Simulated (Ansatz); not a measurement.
# CH₇BrGe (built from SMILES Br.[CH3][GeH3]): search for a transition state, part 2 of 2

Ansatz 0.2.0, Gaussian basis; PBE0-D4. The steps go on from the part before.

## (8) Relaxing after a step of 0.30 Å the other way along the mode

Input file downb/in.yaml:

```yaml
crystal:
  periodic: [false, false, false]
  atoms:
    - {symbol: Ge, position_ang: [-0.676691, 0.864926, -0.134484]}
    - {symbol: C, position_ang: [0.228620, -0.756422, 0.676179]}
    - {symbol: H, position_ang: [-1.439791, 0.492506, -1.420435]}
    - {symbol: H, position_ang: [-1.627325, 1.083977, 1.036817]}
    - {symbol: H, position_ang: [0.307872, 2.040668, -0.289518]}
    - {symbol: H, position_ang: [0.806993, -0.431607, -0.655578]}
    - {symbol: Br, position_ang: [1.487718, -0.133444, -2.107842]}
    - {symbol: H, position_ang: [1.030784, -1.491909, 0.458528]}
    - {symbol: H, position_ang: [-0.662831, -1.373144, 0.820918]}
    - {symbol: H, position_ang: [0.544650, -0.295650, 1.615416]}
basis:
  gaussian: {orbitals: def2-TZVP}
hamiltonian: {xc: pbe0, dispersion: d4}
relax: {f_tol: 0.005, max_steps: 200}
```

On the command line:

```sh
$ ansatz run in.yaml --threads 8 --pin off --events-out ev --progress --plain --max-ram 19148MiB
```

Standard output:

```text
Functional definition: PBE0
  name "PBE0"
  cite "Adamo & Barone, J. Chem. Phys. 110, 6158 (1999) doi:10.1063/1.478522"
  cite "Perdew, Burke & Ernzerhof, Phys. Rev. Lett. 77, 3865 (1996) doi:10.1103/PhysRevLett.77.3865"
  parent pbe
  parameter a = 0.25
  parameter kappa = 0.804
  parameter beta = 0.06672455060314922
  exchange = (1 - a)*pbe_x(kappa = kappa, mu = beta*pi^2/3) + a*exact_x
  correlation = pbe_c(beta = beta)
1302 factors; their error is unknown
mean field evaluation 1: about -127693.0464 eV, gradient 4.7e1 eV
mean field evaluation 2: about -127690.5860 eV, gradient 5.4e1 eV
mean field evaluation 4: about -127697.5032 eV, gradient 2.6e0 eV
mean field evaluation 8: about -127697.5158 eV, gradient 2.5e-2 eV
mean field evaluation 16: about -127698.2155 eV, gradient 4.3e-5 eV
mean field -127698.21545296 eV, -4692.8228609370 hartree, gradient 4.3e-5 eV, S^2 0.000000; 0 other end points of the search recorded, 0 dependent functions left out
the calculation of the forces begins
reference -127698.21548221 eV, -4692.8228620120 hartree; 40, 40 occupied and 129, 129 virtual orbitals, 1302 factors
relax step   1: F+E_penalty+E_count = -127698.38137489 eV  Δ(F+E_penalty+E_count) = +0.000e0 eV  max|allowed force component| = 1.283e0 eV/Å  Δτ_max = 0.0000 Å  (26 SCF iters, accepted)
these checks for a lower state are left out or cut short: starts, cluster_reference, orbital_swaps, neighbouring_geometries, increment
1302 factors; their error is unknown
mean field -127698.47284240 eV, -4692.8323198246 hartree, gradient 1.0e-5 eV, S^2 0.000000; 0 other end points of the search recorded, 0 dependent functions left out
the calculation of the forces begins
reference -127698.47287227 eV, -4692.8323209222 hartree; 40, 40 occupied and 129, 129 virtual orbitals, 1302 factors
relax step   2: F+E_penalty+E_count = -127698.63510371 eV  Δ(F+E_penalty+E_count) = -2.537e-1 eV  max|allowed force component| = 1.723e0 eV/Å  Δτ_max = 0.1964 Å  (30 SCF iters, accepted)
these checks for a lower state are left out or cut short: starts, cluster_reference, orbital_swaps, neighbouring_geometries, increment
1302 factors; their error is unknown
mean field evaluation 32: about -127698.9052 eV, gradient 1.8e-5 eV
mean field -127698.90518992 eV, -4692.8482083029 hartree, gradient 1.8e-5 eV, S^2 0.000000; 0 other end points of the search recorded, 0 dependent functions left out
the calculation of the forces begins
reference -127698.90522031 eV, -4692.8482094196 hartree; 40, 40 occupied and 129, 129 virtual orbitals, 1302 factors
relax step   3: F+E_penalty+E_count = -127699.06401921 eV  Δ(F+E_penalty+E_count) = -4.289e-1 eV  max|allowed force component| = 1.617e0 eV/Å  Δτ_max = 0.2000 Å  (33 SCF iters, accepted)
[... from here on, the SCF cycles and remarks between the steps are left out ...]
relax step   4: F+E_penalty+E_count = -127699.07308151 eV  Δ(F+E_penalty+E_count) = -9.062e-3 eV  max|allowed force component| = 3.268e0 eV/Å  Δτ_max = 0.1944 Å  (29 SCF iters, accepted)
relax step   5: F+E_penalty+E_count = -127699.35523362 eV  Δ(F+E_penalty+E_count) = -2.822e-1 eV  max|allowed force component| = 3.600e-1 eV/Å  Δτ_max = 0.1940 Å  (28 SCF iters, accepted)
relax step   6: F+E_penalty+E_count = -127699.41724823 eV  Δ(F+E_penalty+E_count) = -6.201e-2 eV  max|allowed force component| = 2.282e-1 eV/Å  Δτ_max = 0.1963 Å  (28 SCF iters, accepted)
relax step   7: F+E_penalty+E_count = -127699.46272805 eV  Δ(F+E_penalty+E_count) = -4.548e-2 eV  max|allowed force component| = 6.730e-1 eV/Å  Δτ_max = 0.1951 Å  (29 SCF iters, accepted)
relax step   8: F+E_penalty+E_count = -127699.47926020 eV  Δ(F+E_penalty+E_count) = -1.653e-2 eV  max|allowed force component| = 2.265e-1 eV/Å  Δτ_max = 0.0658 Å  (29 SCF iters, accepted)
relax step   9: F+E_penalty+E_count = -127699.48751446 eV  Δ(F+E_penalty+E_count) = -8.254e-3 eV  max|allowed force component| = 7.475e-2 eV/Å  Δτ_max = 0.1229 Å  (31 SCF iters, accepted)
relax step  10: F+E_penalty+E_count = -127699.48934622 eV  Δ(F+E_penalty+E_count) = -1.832e-3 eV  max|allowed force component| = 2.096e-2 eV/Å  Δτ_max = 0.0853 Å  (30 SCF iters, accepted)
relax step  11: F+E_penalty+E_count = -127699.48963288 eV  Δ(F+E_penalty+E_count) = -2.867e-4 eV  max|allowed force component| = 1.939e-2 eV/Å  Δτ_max = 0.0303 Å  (31 SCF iters, accepted)
relax step  12: F+E_penalty+E_count = -127699.48990851 eV  Δ(F+E_penalty+E_count) = -2.756e-4 eV  max|allowed force component| = 1.377e-2 eV/Å  Δτ_max = 0.0394 Å  (30 SCF iters, accepted)
relax step  13: F+E_penalty+E_count = -127699.49040373 eV  Δ(F+E_penalty+E_count) = -4.952e-4 eV  max|allowed force component| = 6.198e-2 eV/Å  Δτ_max = 0.0808 Å  (29 SCF iters, accepted)
relax step  14: F+E_penalty+E_count = -127699.48580391 eV  Δ(F+E_penalty+E_count) = +4.600e-3 eV  max|allowed force component| = 4.890e-1 eV/Å  Δτ_max = 0.1946 Å  (29 SCF iters, rejected (line search))
relax step  15: F+E_penalty+E_count = -127699.49148069 eV  Δ(F+E_penalty+E_count) = -1.077e-3 eV  max|allowed force component| = 1.172e-1 eV/Å  Δτ_max = 0.0946 Å  (29 SCF iters, accepted)
relax step  16: F+E_penalty+E_count = -127699.49329694 eV  Δ(F+E_penalty+E_count) = -1.816e-3 eV  max|allowed force component| = 1.693e-1 eV/Å  Δτ_max = 0.0953 Å  (29 SCF iters, accepted)
relax step  17: F+E_penalty+E_count = -127699.49501154 eV  Δ(F+E_penalty+E_count) = -1.715e-3 eV  max|allowed force component| = 3.610e-1 eV/Å  Δτ_max = 0.1462 Å  (29 SCF iters, accepted)
relax step  18: F+E_penalty+E_count = -127699.50126332 eV  Δ(F+E_penalty+E_count) = -6.252e-3 eV  max|allowed force component| = 4.131e-1 eV/Å  Δτ_max = 0.1477 Å  (28 SCF iters, accepted)
relax step  19: F+E_penalty+E_count = -127699.51575827 eV  Δ(F+E_penalty+E_count) = -1.449e-2 eV  max|allowed force component| = 2.722e-1 eV/Å  Δτ_max = 0.1411 Å  (28 SCF iters, accepted)
relax step  20: F+E_penalty+E_count = -127699.53194162 eV  Δ(F+E_penalty+E_count) = -1.618e-2 eV  max|allowed force component| = 2.828e-1 eV/Å  Δτ_max = 0.1927 Å  (28 SCF iters, accepted)
relax step  21: F+E_penalty+E_count = -127699.53494098 eV  Δ(F+E_penalty+E_count) = -2.999e-3 eV  max|allowed force component| = 4.886e-1 eV/Å  Δτ_max = 0.1944 Å  (28 SCF iters, accepted)
relax step  22: F+E_penalty+E_count = -127699.54645587 eV  Δ(F+E_penalty+E_count) = -1.151e-2 eV  max|allowed force component| = 5.858e-2 eV/Å  Δτ_max = 0.0898 Å  (30 SCF iters, accepted)
relax step  23: F+E_penalty+E_count = -127699.54754130 eV  Δ(F+E_penalty+E_count) = -1.085e-3 eV  max|allowed force component| = 5.553e-2 eV/Å  Δτ_max = 0.0568 Å  (28 SCF iters, accepted)
relax step  24: F+E_penalty+E_count = -127699.54872623 eV  Δ(F+E_penalty+E_count) = -1.185e-3 eV  max|allowed force component| = 1.964e-1 eV/Å  Δτ_max = 0.1317 Å  (28 SCF iters, accepted)
relax step  25: F+E_penalty+E_count = -127699.55032620 eV  Δ(F+E_penalty+E_count) = -1.600e-3 eV  max|allowed force component| = 1.233e-1 eV/Å  Δτ_max = 0.0668 Å  (29 SCF iters, accepted)
relax step  26: F+E_penalty+E_count = -127699.55197586 eV  Δ(F+E_penalty+E_count) = -1.650e-3 eV  max|allowed force component| = 6.308e-2 eV/Å  Δτ_max = 0.1720 Å  (28 SCF iters, accepted)
relax step  27: F+E_penalty+E_count = -127699.55253186 eV  Δ(F+E_penalty+E_count) = -5.560e-4 eV  max|allowed force component| = 4.434e-2 eV/Å  Δτ_max = 0.0331 Å  (29 SCF iters, accepted)
relax step  28: F+E_penalty+E_count = -127699.55284056 eV  Δ(F+E_penalty+E_count) = -3.087e-4 eV  max|allowed force component| = 1.491e-2 eV/Å  Δτ_max = 0.0220 Å  (29 SCF iters, accepted)
relax step  29: F+E_penalty+E_count = -127699.55306100 eV  Δ(F+E_penalty+E_count) = -2.204e-4 eV  max|allowed force component| = 2.242e-2 eV/Å  Δτ_max = 0.0396 Å  (29 SCF iters, accepted)
relax step  30: F+E_penalty+E_count = -127699.55328166 eV  Δ(F+E_penalty+E_count) = -2.207e-4 eV  max|allowed force component| = 2.699e-2 eV/Å  Δτ_max = 0.0629 Å  (28 SCF iters, accepted)
relax step  31: F+E_penalty+E_count = -127699.55347259 eV  Δ(F+E_penalty+E_count) = -1.909e-4 eV  max|allowed force component| = 3.808e-2 eV/Å  Δτ_max = 0.0505 Å  (28 SCF iters, accepted)
relax step  32: F+E_penalty+E_count = -127699.55365006 eV  Δ(F+E_penalty+E_count) = -1.775e-4 eV  max|allowed force component| = 4.636e-2 eV/Å  Δτ_max = 0.0329 Å  (29 SCF iters, accepted)
relax step  33: F+E_penalty+E_count = -127699.55380773 eV  Δ(F+E_penalty+E_count) = -1.577e-4 eV  max|allowed force component| = 3.977e-2 eV/Å  Δτ_max = 0.0327 Å  (29 SCF iters, accepted)
relax step  34: F+E_penalty+E_count = -127699.55389860 eV  Δ(F+E_penalty+E_count) = -9.087e-5 eV  max|allowed force component| = 4.300e-2 eV/Å  Δτ_max = 0.0491 Å  (28 SCF iters, accepted)
relax step  35: F+E_penalty+E_count = -127699.55401207 eV  Δ(F+E_penalty+E_count) = -1.135e-4 eV  max|allowed force component| = 3.103e-2 eV/Å  Δτ_max = 0.0384 Å  (29 SCF iters, accepted)
relax step  36: F+E_penalty+E_count = -127699.55410026 eV  Δ(F+E_penalty+E_count) = -8.819e-5 eV  max|allowed force component| = 3.160e-2 eV/Å  Δτ_max = 0.0202 Å  (29 SCF iters, accepted)
relax step  37: F+E_penalty+E_count = -127699.55423990 eV  Δ(F+E_penalty+E_count) = -1.396e-4 eV  max|allowed force component| = 2.728e-2 eV/Å  Δτ_max = 0.0285 Å  (29 SCF iters, accepted)
relax step  38: F+E_penalty+E_count = -127699.55440398 eV  Δ(F+E_penalty+E_count) = -1.641e-4 eV  max|allowed force component| = 3.396e-2 eV/Å  Δτ_max = 0.0691 Å  (29 SCF iters, accepted)
relax step  39: F+E_penalty+E_count = -127699.55446651 eV  Δ(F+E_penalty+E_count) = -6.253e-5 eV  max|allowed force component| = 4.158e-2 eV/Å  Δτ_max = 0.0390 Å  (30 SCF iters, accepted)
relax step  40: F+E_penalty+E_count = -127699.55453619 eV  Δ(F+E_penalty+E_count) = -6.967e-5 eV  max|allowed force component| = 3.708e-2 eV/Å  Δτ_max = 0.0113 Å  (31 SCF iters, accepted)
relax step  41: F+E_penalty+E_count = -127699.55471428 eV  Δ(F+E_penalty+E_count) = -1.781e-4 eV  max|allowed force component| = 2.599e-2 eV/Å  Δτ_max = 0.0492 Å  (28 SCF iters, accepted)
relax step  42: F+E_penalty+E_count = -127699.55478945 eV  Δ(F+E_penalty+E_count) = -7.518e-5 eV  max|allowed force component| = 3.903e-2 eV/Å  Δτ_max = 0.0506 Å  (28 SCF iters, accepted)
relax step  43: F+E_penalty+E_count = -127699.55487622 eV  Δ(F+E_penalty+E_count) = -8.677e-5 eV  max|allowed force component| = 3.847e-2 eV/Å  Δτ_max = 0.0249 Å  (29 SCF iters, accepted)
relax step  44: F+E_penalty+E_count = -127699.55498460 eV  Δ(F+E_penalty+E_count) = -1.084e-4 eV  max|allowed force component| = 1.997e-2 eV/Å  Δτ_max = 0.0178 Å  (28 SCF iters, accepted)
relax step  45: F+E_penalty+E_count = -127699.55516974 eV  Δ(F+E_penalty+E_count) = -1.851e-4 eV  max|allowed force component| = 1.399e-2 eV/Å  Δτ_max = 0.0631 Å  (29 SCF iters, accepted)
relax step  46: F+E_penalty+E_count = -127699.55501488 eV  Δ(F+E_penalty+E_count) = +1.549e-4 eV  max|allowed force component| = 5.003e-2 eV/Å  Δτ_max = 0.1100 Å  (29 SCF iters, rejected (line search))
relax step  47: F+E_penalty+E_count = -127699.55531545 eV  Δ(F+E_penalty+E_count) = -1.457e-4 eV  max|allowed force component| = 1.349e-2 eV/Å  Δτ_max = 0.0536 Å  (29 SCF iters, accepted)
relax step  48: F+E_penalty+E_count = -127699.55532664 eV  Δ(F+E_penalty+E_count) = -1.119e-5 eV  max|allowed force component| = 3.242e-2 eV/Å  Δτ_max = 0.0640 Å  (29 SCF iters, accepted)
relax step  49: F+E_penalty+E_count = -127699.55542641 eV  Δ(F+E_penalty+E_count) = -9.977e-5 eV  max|allowed force component| = 1.476e-2 eV/Å  Δτ_max = 0.0101 Å  (30 SCF iters, accepted)
relax step  50: F+E_penalty+E_count = -127699.55547522 eV  Δ(F+E_penalty+E_count) = -4.880e-5 eV  max|allowed force component| = 3.573e-3 eV/Å  Δτ_max = 0.0114 Å  (30 SCF iters, accepted)
relax step  51: F+E_penalty+E_count = -127699.55552719 eV  Δ(F+E_penalty+E_count) = -5.197e-5 eV  max|allowed force component| = 3.354e-3 eV/Å  Δτ_max = 0.0277 Å  (29 SCF iters, accepted)
relax step  52: F+E_penalty+E_count = -127699.55552322 eV  Δ(F+E_penalty+E_count) = +3.965e-6 eV  max|allowed force component| = 3.169e-2 eV/Å  Δτ_max = 0.0724 Å  (29 SCF iters, rejected (line search))
relax step  53: F+E_penalty+E_count = -127699.55557656 eV  Δ(F+E_penalty+E_count) = -4.937e-5 eV  max|allowed force component| = 7.143e-3 eV/Å  Δτ_max = 0.0352 Å  (29 SCF iters, accepted)
relax step  54: F+E_penalty+E_count = -127699.55557905 eV  Δ(F+E_penalty+E_count) = -2.490e-6 eV  max|allowed force component| = 2.510e-2 eV/Å  Δτ_max = 0.0473 Å  (28 SCF iters, accepted)
relax step  55: F+E_penalty+E_count = -127699.55561129 eV  Δ(F+E_penalty+E_count) = -3.223e-5 eV  max|allowed force component| = 1.075e-2 eV/Å  Δτ_max = 0.0091 Å  (31 SCF iters, accepted)
relax step  56: F+E_penalty+E_count = -127699.55562418 eV  Δ(F+E_penalty+E_count) = -1.289e-5 eV  max|allowed force component| = 2.991e-3 eV/Å  Δτ_max = 0.0048 Å  (31 SCF iters, accepted)
these checks for a lower state are left out or cut short: starts, cluster_reference, orbital_swaps, neighbouring_geometries, increment
1302 factors; their error is unknown
mean field -127699.42018900 eV, -4692.8671341699 hartree, gradient 1.8e-5 eV, S^2 0.000000; 0 other end points of the search recorded, 0 dependent functions left out
the calculation of the forces begins
reference -127699.42022133 eV, -4692.8671353581 hartree; 40, 40 occupied and 129, 129 virtual orbitals, 1302 factors
relax step  57: F+E_penalty+E_count = -127699.55563794 eV  Δ(F+E_penalty+E_count) = -1.376e-5 eV  max|allowed force component| = 3.463e-3 eV/Å  Δτ_max = 0.0169 Å  (29 SCF iters, accepted)
1302 factors; their error is unknown
mean field evaluation 416: about -127699.4202 eV, gradient 1.8e-5 eV
mean field -127699.42018900 eV, -4692.8671341699 hartree, gradient 1.8e-5 eV, S^2 0.000000; 1 other end points of the search recorded, 0 dependent functions left out
the calculation of the forces begins
reference -127699.42022133 eV, -4692.8671353581 hartree; 40, 40 occupied and 129, 129 virtual orbitals, 1302 factors
Total energy: -127699.55567027 eV, -4692.8721130148 hartree
Atom 0 at    -0.661138     0.954630     0.257890 Å, force    -0.000691     0.001262     0.000565 eV/Å
Atom 1 at     0.182971    -0.623381     1.030666 Å, force    -0.000261     0.000127    -0.000167 eV/Å
Atom 2 at    -0.421901     0.989470    -1.271840 Å, force     0.000467     0.000021     0.000507 eV/Å
Atom 3 at    -2.181816     0.942111     0.483846 Å, force    -0.000606    -0.000645    -0.000093 eV/Å
Atom 4 at    -0.071588     2.247633     0.844693 Å, force     0.000424    -0.000546    -0.000312 eV/Å
Atom 5 at     0.649119    -0.337909    -2.185261 Å, force    -0.002166     0.003156     0.001527 eV/Å
Atom 6 at     1.466601    -1.387072    -2.702818 Å, force     0.002284    -0.003463    -0.001624 eV/Å
Atom 7 at     1.257610    -0.607447     0.847162 Å, force     0.001245     0.000143    -0.000553 eV/Å
Atom 8 at    -0.230769    -1.530047     0.588361 Å, force    -0.000343    -0.000547    -0.000705 eV/Å
Atom 9 at     0.010911    -0.648088     2.107302 Å, force    -0.000353     0.000491     0.000854 eV/Å
Dipole moment:    -0.092897     0.058495     0.246864 e Å
```

It took 1.7 min on 8 threads of Arm Neoverse V1, shared host.

The steps of the relaxation: (not every step is listed)

| step | energy from step 1 (eV) | largest force component (eV/Å) |
| --- | --- | --- |
| 1 | 0.0000 | 1.2833 |
| 2 | -0.2537 | 1.7226 |
| 3 | -0.6826 | 1.6167 |
| 4 | -0.6917 | 3.2685 |
| 5 | -0.9739 | 0.3600 |
| 6 | -1.0359 | 0.2282 |
| 7 | -1.0814 | 0.6730 |
| 8 | -1.0979 | 0.2265 |
| 9 | -1.1061 | 0.0747 |
| 13 | -1.1090 | 0.0620 |
| 17 | -1.1136 | 0.3610 |
| 21 | -1.1536 | 0.4886 |
| 25 | -1.1690 | 0.1233 |
| 29 | -1.1717 | 0.0224 |
| 33 | -1.1724 | 0.0398 |
| 37 | -1.1729 | 0.0273 |
| 41 | -1.1733 | 0.0260 |
| 45 | -1.1738 | 0.0140 |
| 49 | -1.1741 | 0.0148 |
| 52 | -1.1741 | 0.0317 |
| 53 | -1.1742 | 0.0071 |
| 54 | -1.1742 | 0.0251 |
| 55 | -1.1742 | 0.0108 |
| 56 | -1.1742 | 0.0030 |
| 57 | -1.1743 | 0.0035 |

Distances of close pairs at the start and the end, largest changes first:

| bond | before (Å) | after (Å) | change (Å) |
| --- | --- | --- | --- |
| H6–Br7 | 1.631 | 1.427 | -0.204 |
| Ge1–C2 | 2.026 | 1.949 | -0.077 |
| C2–H8 | 1.110 | 1.090 | -0.020 |
| Ge1–H4 | 1.524 | 1.537 | +0.013 |
| Ge1–H3 | 1.541 | 1.549 | +0.008 |
| Ge1–H5 | 1.541 | 1.537 | -0.004 |
| C2–H9 | 1.094 | 1.090 | -0.003 |
| C2–H10 | 1.093 | 1.091 | -0.002 |

## (9) What the saddle joins

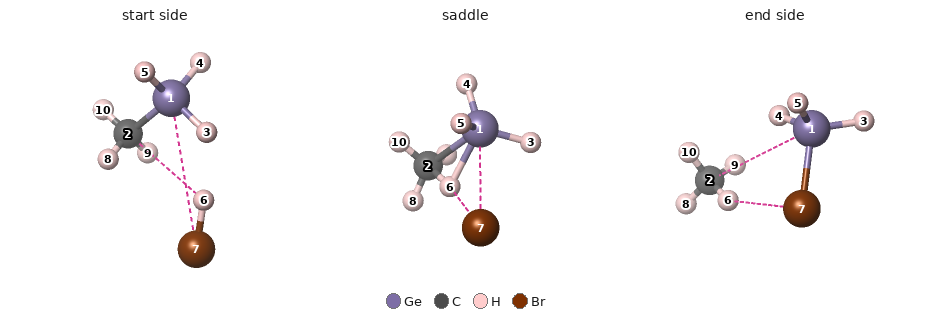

The minimum on the start side, the saddle and the minimum on the end side; broken lines join the pairs that change, where they aren't drawn as bonds.

| pair | start side (Å) | saddle (Å) | end side (Å) |
| --- | --- | --- | --- |
| Ge1–Br7 | 4.333 | 2.941 | 2.311 |
| C2–H6 | 3.262 | 1.233 | 1.090 |
| Ge1–C2 | 1.949 | 2.247 | 4.302 |
| H6–Br7 | 1.427 | 1.986 | 3.234 |

## (10) Summary of results

The summary covers parts 1 to 2.

```
                       quantity                                                       value
                 imaginary mode                                                   466i cm⁻¹
    barrier from the start side                                                150.5 kJ/mol
      barrier from the end side                                                248.3 kJ/mol
             energy of the step                                                -97.8 kJ/mol
              pairs that change  Ge1–Br7 formed, C2–H6 formed, Ge1–C2 broken, H6–Br7 broken
zero-point energy at the saddle                                                    1.834 eV
```

**Reading.** One imaginary mode, 466i cm⁻¹, makes this a first-order saddle. Going downhill both ways gives the intended start and end. At PBE0-D4/def2-TZVP the electronic barrier is 150.5 kJ/mol, about 61 kT at 298 K, and the step runs 97.8 kJ/mol downhill.
